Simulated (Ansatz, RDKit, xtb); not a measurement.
**C3H6BN: which of the isomers drawn lies lowest?**

A sample of isomers of C3H6BN is drawn. Aim: find which of them has the lowest free energy at 298.15 K, then its properties. The sample is small against all isomers, and the most stable one of this formula need not be in it.

The funnel: GFN2-xTB relaxations, single points with a density functional, relaxations at PBE0-D3(BJ)/def2-SVP, harmonic vibrations, and a last energy at a higher level. All values are calculated.

1 further run of the same task is left out (set aside as unsound or not needed).

### Step 1. Candidates

Isomers were taken from a list of plausible structures; this is a sample, not all of them. That gives 3 candidates.

```tsv
label	SMILES	spin
c077	BCC#CN	singlet
c267	B[C@@H](N)C#C	singlet
c320	BC#CCN	singlet
```

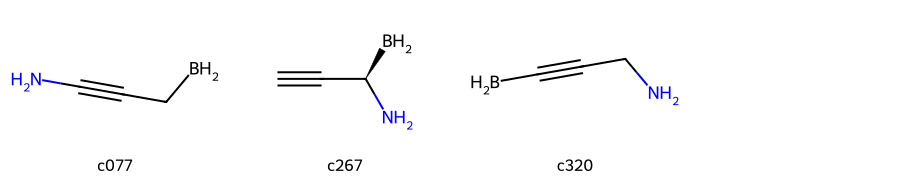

Structural formulas of the candidates.

Candidates are built by distance geometry, with a force field where one applies, in up to four conformers (letters a to d).

**Question.** With final energies at CCSD(T)/def2-SVP + MP2/def2-TZVPP - MP2/def2-SVP, which structure will this search put lowest in free energy, and by what margin?

| quantity | value |
| --- | --- |
| lowest structure found | BC#CCN, singlet, Cs |
| next finalist | C#C[C@H]1[BH2-][NH2+]1, singlet, 1.8 kcal/mol higher in G |
| share at equilibrium, among the finalists | 95.4 % |
| harmonic wavenumbers, lowest and highest (PBE0-D3(BJ)/def2-SVP) | 115 and 3627 cm⁻¹ |
| rotational constants, same geometry | 0.7824, 0.07258, 0.06795 cm⁻¹ |

The search ends on `BC#CCN`. The margin, 1.8 kcal/mol, is modest. HF/def2-SVP already puts its bonding pattern lowest among the structures in one piece; GFN2-xTB, HF/STO-3G, r2SCAN-D4/def2-SVP, PBE0-D3(BJ)/def2-SVP and MP2/def2-SVP favour the singlet C#C[C@H]1[BH2-][NH2+]1. The search is not exhaustive (a finite list of starts, one conformer a finalist), so a lower isomer can't be ruled out. Only 3 drawn patterns were tried, so whole families of isomers are missing, and the result ranks this sample alone.
